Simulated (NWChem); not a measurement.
# SiHCl3 (trichlorosilane): levels of theory compared

Wanted: a comparison of 5 runs (HF/3-21G, HF/def2-SVP, HF/def2-SVPD, B3LYP/6-31G*, SVWN5/def2-TZVP) of SiHCl3 (trichlorosilane). 

The results are computed with NWChem 7.3.0.

1 further run of the same task is left out (set aside as unsound or not needed).

### Step 1. The structure to begin with

SiHCl3 has 5 atoms, charge 0, and is taken as a singlet. As SMILES, `Cl[SiH](Cl)Cl`. Geometry: relaxed at PBE0-D4/def2-TZVP.

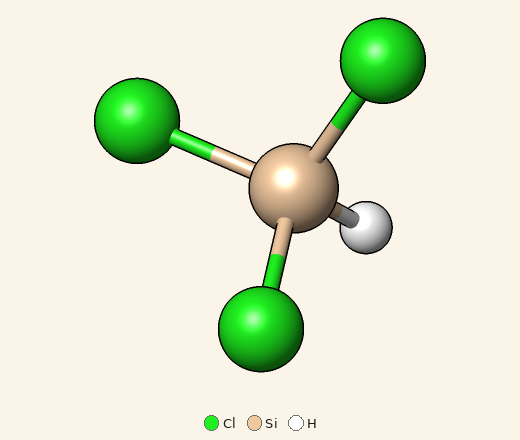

The structure, seen from a chosen angle (chlorine green, silicon light orange, hydrogen white).

### Step 2. Energy and forces at HF/3-21G (run 1)

The input, run.py:

```python
from ase import Atoms
from ase.calculators.nwchem import NWChem

molecule = Atoms(['Cl', 'Si', 'Cl', 'Cl', 'H'], positions=[
    [1.690930, -0.571430, 0.891880],
    [-0.081300, -0.012690, 0.075440],
    [0.017700, 1.933700, -0.491290],
    [-0.476020, -1.170520, -1.544190],
    [-1.151310, -0.179060, 1.068150],
])

calc = NWChem(
    label='geom',
    theory='scf',
    memory='2200 mb',
    basis='3-21G',
    basispar='spherical bse',
    scf={'nopen': '0', 'rhf': None, 'thresh': '1e-08', 'maxiter': '80'},
)
molecule.calc = calc

forces = molecule.get_forces()
print("Total energy (eV):", round(molecule.get_potential_energy(), 6))
print("forces (eV/A):")
for s, f in zip(molecule.symbols, forces):
    print(f"{s:2s} {f[0]:10.5f} {f[1]:10.5f} {f[2]:10.5f}")
print("dipole (e A):", molecule.get_dipole_moment().round(4))
```

The run is started by

```sh
$ export ASE_NWCHEM_COMMAND="nwchem PREFIX.nwi > PREFIX.nwo"
$ python run.py
```

Standard output:

```text
Total energy (eV): -45170.103942
forces (eV/A):
Cl    2.09406   -0.68001    1.02253
Si   -1.79237   -0.27932    1.66294
Cl    0.07790    2.34037   -0.64483
Cl   -0.51725   -1.40192   -1.91311
H     0.13766    0.02088   -0.12758
dipole (e A): [-0.3153 -0.0491  0.2925]
```

The calculator wrote geom.nwi:

```
title "geom"

permanent_dir geom

scratch_dir geom

start geom

geometry units angstrom nocenter noautosym noautoz
  Cl 1.6909300000000000e+00 -5.7142999999999999e-01 8.9188000000000001e-01
  Si -8.1299999999999997e-02 -1.2690000000000000e-02 7.5439999999999993e-02
  Cl 1.7700000000000000e-02 1.9337000000000000e+00 -4.9129000000000000e-01
  Cl -4.7602000000000000e-01 -1.1705200000000000e+00 -1.5441900000000000e+00
  H  -1.1513100000000001e+00 -1.7906000000000000e-01 1.0681499999999999e+00
end

memory 2200 mb

basis spherical bse noprint
   * library 3-21G
end

scf
  nopen 0
  rhf
  thresh 1e-08
  maxiter 80
end

task scf gradient
```

geom.nwo:

```text
Northwest Computational Chemistry Package (NWChem) 7.3.0
             --------------------------------------------------------

           Job information
           ---------------

    nwchem branch   = 7.3.0
    use scalapack   = T
    input           = geom.nwi
    prefix          = geom.
    data base       = geom/geom.db
    status          = startup
    nproc           =        1

           Memory information
           ------------------

[... 5 lines left out ...]
    hardfail = no
[... 126 lines left out ...]
         Quadratically convergent ROHF
[... 14 lines left out ...]
       Final RHF  results
[... 4 lines left out ...]
      Two-electron energy =    973.013171451734
[... 52 lines left out ...]
                       ROHF Final Molecular Orbital Analysis
[... 229 lines left out ...]
                 ----------------------------------------
                 |  Time  |  1-e(secs)   |  2-e(secs)   |
                 ----------------------------------------
                 |  CPU   |       0.00   |       0.28   |
                 ----------------------------------------
                 |  WALL  |       0.00   |       0.28   |
                 ----------------------------------------

 Task  times  cpu:        1.6s     wall:        1.6s
 Total times  cpu:        1.6s     wall:        1.6s
```

Run time: 2.5 s. Hardware: 1 thread of Intel Xeon 6975P-C (Granite Rapids), shared host; peak memory 0.1 GiB.

### Step 3. Energy and forces at HF/def2-SVP (run 2)

The input, run.nw:

```
start run
title "Cl3HSi"
memory stack 880 mb heap 220 mb global 1100 mb

geometry units angstrom noautosym nocenter noautoz
Cl       1.690930      -0.571430       0.891880
Si      -0.081300      -0.012690       0.075440
Cl       0.017700       1.933700      -0.491290
Cl      -0.476020      -1.170520      -1.544190
H       -1.151310      -0.179060       1.068150
end

basis spherical bse
* library def2-SVP
end

scf
thresh 1e-08
maxiter 80
print low
end

task scf gradient
```

The run is started by

```sh
$ nwchem run.nw > run.out
```

Standard output:

```text
[...]
  functions       =    77
[...]
  wavefunction    = RHF
[...]
         Total SCF energy =  -1667.641891689350
      One-electron energy =  -2982.132380748000
      Two-electron energy =    975.499616740332
 Nuclear repulsion energy =    338.990872318318
        Time for solution =      3.5s
[...]
                         RHF ENERGY GRADIENTS
    atom               coordinates                        gradient
                 x          y          z           x          y          z
   1 Cl      3.195394  -1.079846   1.685409   -0.006458   0.001998  -0.002851
   2 Si     -0.153635  -0.023981   0.142561    0.008789   0.001370  -0.008153
   3 Cl      0.033448   3.654163  -0.928403   -0.000450  -0.007029   0.002129
   4 Cl     -0.899547  -2.211962  -2.918096    0.001328   0.004150   0.005902
   5 H      -2.175660  -0.338374   2.018511   -0.003209  -0.000489   0.002974
 Task  times  cpu:        4.6s     wall:        4.6s
 Total times  cpu:        4.6s     wall:        4.6s
```

Run time: 5.4 s. Hardware: 1 thread of Intel Xeon 6975P-C (Granite Rapids), shared host; peak memory 0.1 GiB.

Runs 3 to 4 aren't shown in full; the table further down has their settings and results.

### Step 4. Energy and forces at SVWN5/def2-TZVP (run 5)

The input, nw.nw:

```
start nw
title "Cl3HSi gradient"
memory 2200 mb

geometry units angstrom noautosym nocenter noautoz
  Cl     1.690930    -0.571430     0.891880
  Si    -0.081300    -0.012690     0.075440
  Cl     0.017700     1.933700    -0.491290
  Cl    -0.476020    -1.170520    -1.544190
  H     -1.151310    -0.179060     1.068150
end

basis spherical bse
  * library def2-TZVP
end

dft
  xc slater vwn_5
  grid fine
  convergence energy 1e-08
  maxiter 100
  mulliken
  print medium
end

task dft gradient
```

The run is started by

```sh
$ nwchem nw.nw > nw.out
```

Standard output:

```text
[...]
          Wavefunction type:  closed shell.
          No. of atoms     :     5
          No. of electrons :    66
[...]
          Charge           :     0
          Spin multiplicity:     1
[...]
          AO basis - number of functions:   154
[...]
              XC Information
              --------------
                        Slater Exchange Functional  1.000 local
                      VWN V Correlation Functional  1.000 local
[...]
 d= 0,ls=0.0,diis     1  -1665.1926404156 -2.00D+03  7.94D-03  3.57D+00     3.4
[...]
 d= 0,ls=0.0,diis    10  -1665.3058895932 -6.81D-10  2.35D-07  4.24D-09    27.2
         Total DFT energy =    -1665.305889593192
      One electron energy =    -2983.647602148719
           Coulomb energy =     1079.819319457561
    Exchange-Corr. energy =     -100.468479220351
 Nuclear repulsion energy =      338.990872318318
[...]
  wavefunction    = closed shell
                         DFT ENERGY GRADIENTS
    atom               coordinates                        gradient
                 x          y          z           x          y          z
   1 Cl      3.195394  -1.079846   1.685409    0.001825  -0.000682   0.001162
   2 Si     -0.153635  -0.023981   0.142561   -0.003899  -0.000603   0.003618
   3 Cl      0.033448   3.654163  -0.928403   -0.000120   0.002206  -0.000436
   4 Cl     -0.899547  -2.211962  -2.918096   -0.000690  -0.001377  -0.001666
   5 H      -2.175660  -0.338374   2.018511    0.002884   0.000456  -0.002678
[...]
```

It took 38 s on 1 thread of Intel Xeon 6975P-C (Granite Rapids), shared host; peak memory 0.14 GiB.

### Step 5. All runs side by side

| run | level | Cartesian functions | iteration cap | energy (Eh) | dipole moment (D) | HOMO energy (eV) | LUMO energy (eV) | wall time |
| --- | --- | --- | --- | --- | --- | --- | --- | --- |
| 1 | HF/3-21G | no | 80 | -1659.970716 | 2.08 | -13.29 | 2.95 | 2.5 s |
| 2 | HF/def2-SVP | no | 80 | -1667.641892 | – | – | – | 5.4 s |
| 3 | HF/def2-SVPD | no | 80 | -1667.663590 | 1.01 | -12.78 | 2.12 | 18 s |
| 4 | B3LYP/6-31G* (Cartesian functions) | yes | 100 | -1670.827653 | 1.08 | -9.11 | -0.33 | 16 s |
| 5 | SVWN5/def2-TZVP | no | 100 | -1665.305890 | 0.74 | -8.10 | -1.33 | 38 s |

### Step 6. Summary of results

```
                       quantity           value
            run 5: total energy  -1665.30589 Eh
           run 5: dipole moment          0.74 D
             run 5: HOMO energy        -8.10 eV
             run 5: LUMO energy        -1.33 eV
           run 5: HOMO–LUMO gap         6.77 eV
run 5: largest force on an atom      0.275 eV/Å
```

What this shows: Over runs 1, 3, 4, 5 the dipole moment (its size) runs from 0.74 D (SVWN5/def2-TZVP) to 2.08 D (HF/3-21G). The two ends differ in method and basis. Over runs 1, 3, 4, 5 the HOMO–LUMO gap runs from 6.77 eV (SVWN5/def2-TZVP) to 16.24 eV (HF/3-21G). Totals of different functionals can't be ranked against each other. All runs together took 81 s, the longest 38 s.
